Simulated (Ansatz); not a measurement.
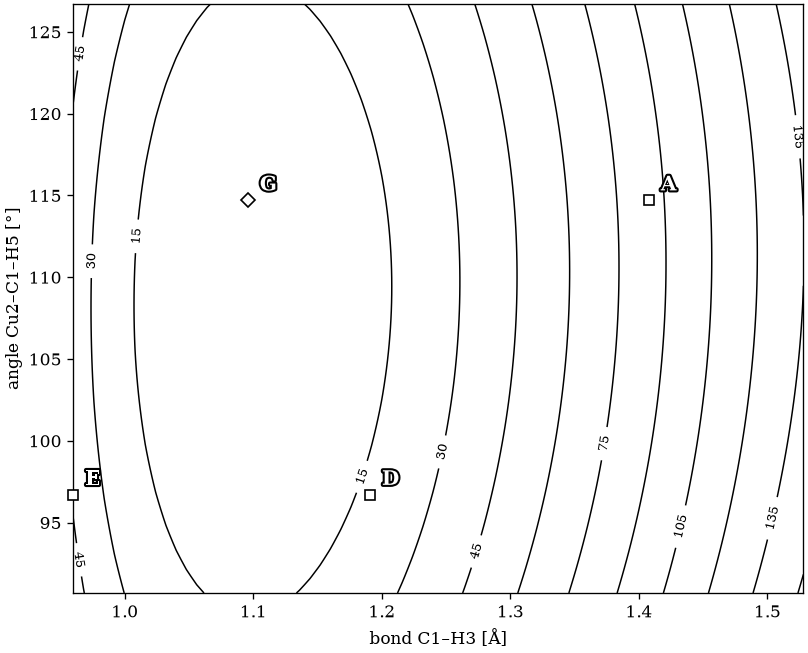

CH3Cu, SMILES [CH3][Cu]. 
- Two internal coordinates are moved rigidly from the geometry relaxed at PBE0-D4/def2-TZVP, all others fixed.
- First axis: bond C1–H3. Second axis: angle Cu2–C1–H5.
- Grid: 7 × 7 points.
- Points are written as (first, second).
- Energies are in kJ/mol, from the lowest grid point.
- The calculation used RKS PBE-D4/def2-TZVPP (Ansatz).

Drawn: contour lines labelled in kJ/mol, lettered points. Between grid points the surface is interpolated.

Question: Rank the lettered points by energy, lowest first.

Answer: G (1.4 kJ/mol), D (17 kJ/mol), E (44 kJ/mol), A (85 kJ/mol).

Question: What kind of point is each of A, D: minimum, saddle, maximum or slope?

Answer: A: on a slope; D: on a slope. (In these two coordinates alone; a stationary point may lie a little off the grid point.)
